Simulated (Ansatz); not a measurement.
```
atom    x (Å)   y (Å)    z (Å)
   C   0.1736  1.1319  -0.6826
   C   1.1730  1.1850   0.2089
   F   4.7339  1.1160  -0.6635
  Zn   3.0348  1.1493  -0.2456
   H   0.3403  1.0629  -1.7636
   H  -0.8795  1.1551  -0.3727
   H   0.8973  1.2530   1.2703
```

Geometry: B3LYP-D3(BJ)/def2-SVP.

Method: isolated molecule in a Gaussian basis; Kohn-Sham density functional theory, functional PBE0 (Ansatz).

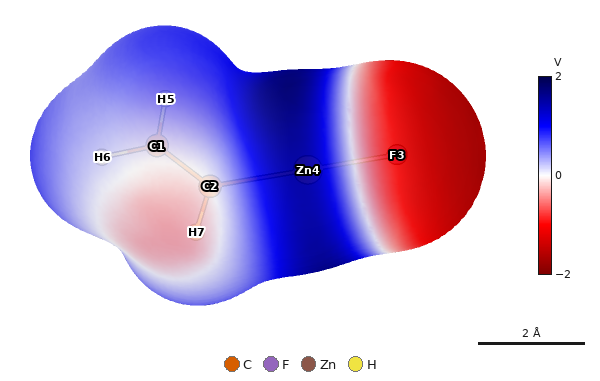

C₂H₃FZn. The molecular electrostatic potential painted on the density surface at 0.001 e/bohr³, seen at a tilt; red is negative and blue positive.

Where is the surface potential most negative and most positive?

Answer. The most negative region (about −1.6 V, or −37 kcal/mol for a unit charge) lies over F3, the most positive (about +1.7 V, or +39 kcal/mol for a unit charge) over Zn4.

How polar is the molecule by this calculation?

Answer. Its dipole moment is 2.77 D.
